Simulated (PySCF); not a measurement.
SMILES C[O] (CH3O), doublet at its PBE0/def2-SVP optimised geometry (Å):

```
5

C     -0.3325    -0.3158     0.0000
O     -0.7812     0.9564     0.0000
H      0.7812    -0.3158     0.0000
H     -0.5833    -0.7963     0.9729
H     -0.6981    -0.9564    -0.8288
```

Calculation: unrestricted PBE0/def2-TZVP run with PySCF.

Map of the deformation density (molecule minus spherical neutral atoms) (e/bohr³) on the plane z = 0.6 Å:

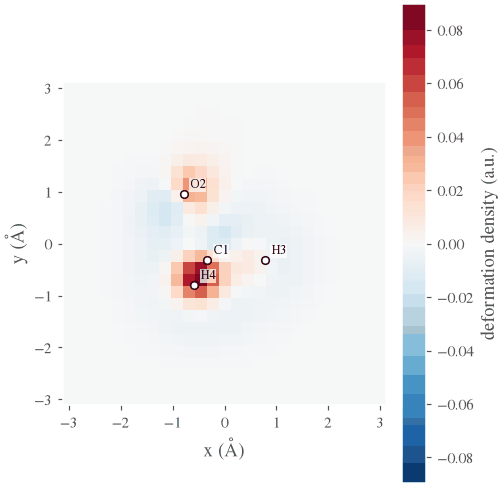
*Deformation density (molecule minus spherical neutral atoms) (e/bohr³) on the plane z = 0.6 Å.*
